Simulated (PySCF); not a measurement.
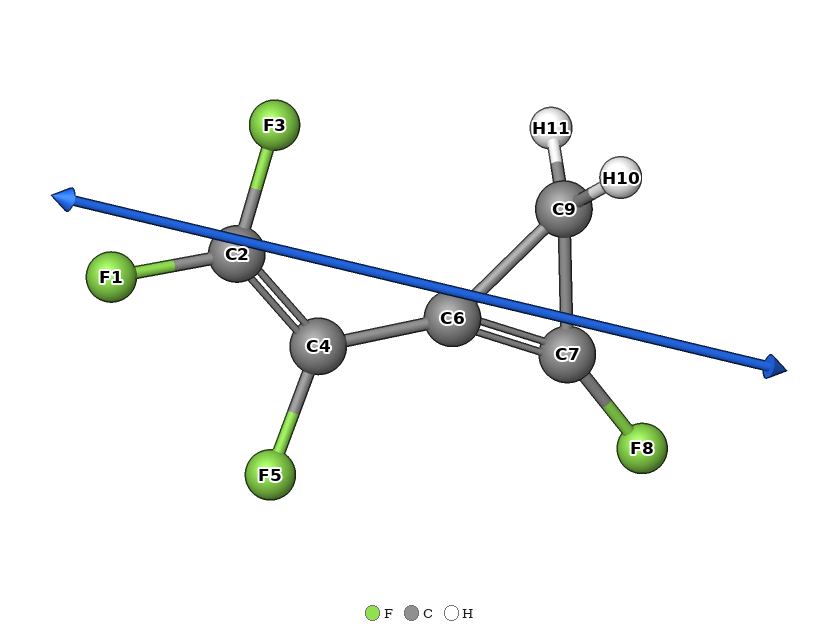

The double arrow shows the direction of the transition dipole to excited singlet state 1 (its length means nothing). The computed structure is the end point of a GFN2-xTB optimisation. No frequency run is at hand to confirm it as a minimum. Method: TDDFT PBE0/def2-SVPD, vertical, gas phase, core orbitals frozen in the response (PySCF 2.14.0).

How is the transition polarised?

Nearly parallel to the C6–C7 bond.

Where does the transition lie, and how strong is it?

5.38 eV (231 nm), oscillator strength 0.43, mainly HOMO → LUMO (weight 0.95); transition dipole 4.61 D.
